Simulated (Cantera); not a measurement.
Feed: 1 mol C, 0.15 mol O2, 11 mol N2, equilibrated at 52.0 Pa.

Method: chemical equilibrium by Gibbs-energy minimisation in Cantera with the NASA 1993 tables (ideal gas, pure condensed phases). Candidate condensed phases: C; 24 gas species. Rates play no part.

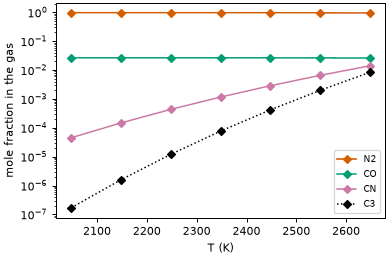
Figure: Equilibrium gas composition (values under 1e-9 drawn at 1e-9)

Question: Read off the mole fractions at 2548 K.

Answer: N2 about 0.96, CO about 0.026, CN about 0.0066, C3 about 0.0020.
